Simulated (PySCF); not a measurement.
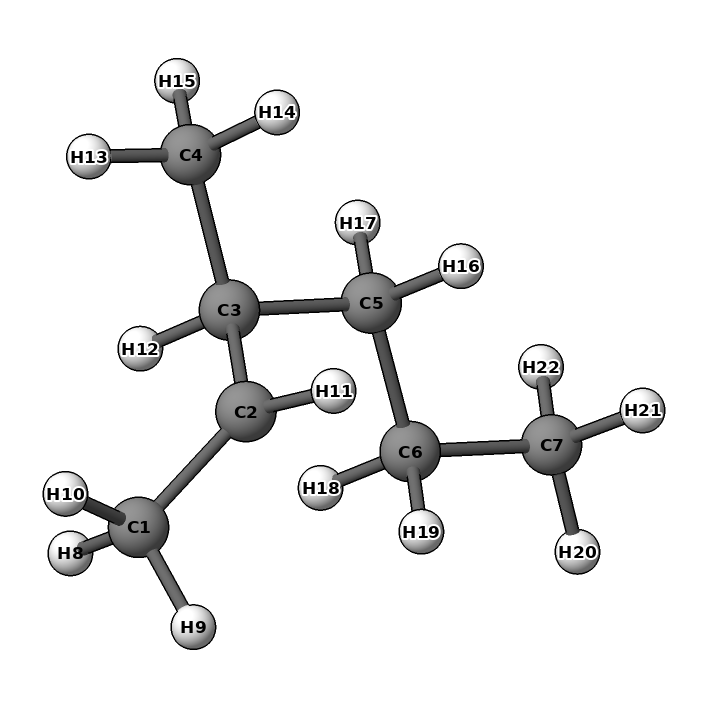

The questions are on Mulliken spin populations. Charge 0, doublet. Computed geometry: GFN2-xTB optimisation. No frequency run is at hand to confirm it as a minimum. Properties computed with UKS B3LYP, pcH-1 on C H, non-relativistic (PySCF 2.14.0).

Question: Which atom carries the largest spin population?

Answer: C2 (1.03 e).

Question: Which atom has the lowest spin population?

Answer: C1 (−0.09 e); a negative value comes from spin polarisation.

List the Mulliken spin populations.

| atom | value (e) |
| --- | --- |
| C1 | −0.09 |
| C2 | 1.03 |
| C3 | −0.08 |
| C4 | 0.04 |
| C5 | 0.03 |
| C6 | 0.01 |
| C7 | 0.00 |
| H8 | 0.01 |
| H9 | 0.03 |
| H10 | 0.06 |
| H11 | −0.04 |
| H12 | 0.00 |
| H13 | 0.00 |
| H14 | 0.00 |
| H15 | 0.01 |
| H16 | 0.00 |
| H17 | 0.00 |
| H18 | 0.00 |
| H19 | 0.00 |
| H20 | 0.00 |
| H21 | 0.00 |
| H22 | 0.00 |

Mulliken values depend strongly on the basis set.
